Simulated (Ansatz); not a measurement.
## Fields on a plane of SnTe (rock salt)

```
SnTe
1.0
    0.00000     3.20458     3.20458
    3.20458     0.00000     3.20458
    3.20458     3.20458     0.00000
Te Sn
1 1
Direct
  0.00000   0.00000   0.00000
  0.50000   0.50000   0.50000
```

The slice is a {100} plane (indices of the conventional cell) through the point (0.500, 0.500, 0.500) (fractional), spanned by u = [100] and v = [0 1 -1] in vectors of this cell: u (4.53 Å) and v (4.53 Å, at 90° to u). It covers one period; positions are fractions (u, v).

Atoms on it: Te at (0.50, 0.50); Sn at (0.00, 0.00).

Computed with PBE (plane waves to 420 eV, PAW, scalar-relativistic; Ansatz, a first-principles code). k mesh 13×13×13. Inside the PAW spheres the values are not all-electron values, and peaks at nuclei hang on which shells count as valence. SnTe was relaxed with its symmetry unable to fall. Spin-orbit coupling is left out, though Te is heavy.

```
|xxx.====-.     .-====.xx|
|xx :====-:.....:-====: x|
|..:=====--=====--=====:.|
|========+*#%%%#*+=======|
|+=====+*#@@@@@@@#*+=====|
|=====+*%@@@@@@@@@%*+====|
|=====*%@@%%###%%@@%*====|
|----+#@@%##*+*##%@@#+---|
|..:-*@@%#*=:::=*#%@@*-:.|
|  .=#@@%#=.xxx.=#%@@#=. |
|  .=%@@#*:xxxxx:*#@@%=. |
|  .=%@@#+:xxxxx:+#@@%=. |
|  .=%@@#*:xxxxx:*#@@%=. |
|  .=#@@%#=.xxx.=#%@@#=. |
|..:-*@@%#*=:::=*#%@@*-:.|
|----+#@@%##*+*##%@@#+---|
|=====*%@@%%###%%@@%*====|
|=====+*%@@@@@@@@@%*+====|
|+=====+*#@@@@@@@#*+=====|
|========+*#%%%#*+=======|
|..:=====--=====--=====:.|
|xx :====-:.....:-====: x|
|xxx.====-.     .-====.xx|
|xxx.=+==-.     .-==+=.xx|
```
Scale: ten equal steps from 0.07 (start of ' ') to 0.65 (end of '@'), in the order ' .:-=+*#%@'. Values: electron localisation function (ELF). The map has 24 points along u (one character each, u = 0 at the left) and 24 along v (v = 0 in the bottom row). Points within 0.5 Å of a nucleus are blanked (x), as the pseudised field means little there.

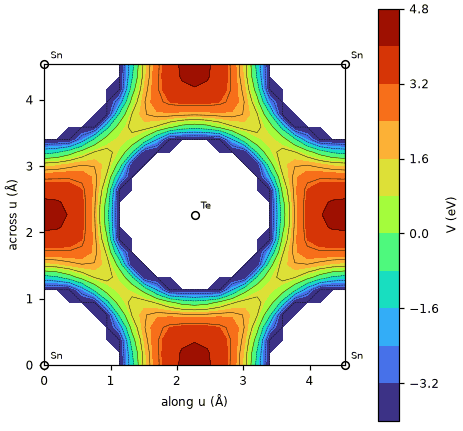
Electrostatic potential energy of an electron, from the cell's mean, in eV, one period of the plane, atoms marked. Points within 1 Å of a nucleus are left white, as the pseudised field means little there. Values under -4 eV are set to -4. The zero, the cell's mean, hangs on the PAW cores.

Density on the Te–Sn line (3.20 Å) at its density minimum, 1.7 Å from Te: 0.20 e/Å³
ELF at that point: 0.4
ELF maximum in the middle third of the Te–Sn line: 0.65, 1.3 Å from Te
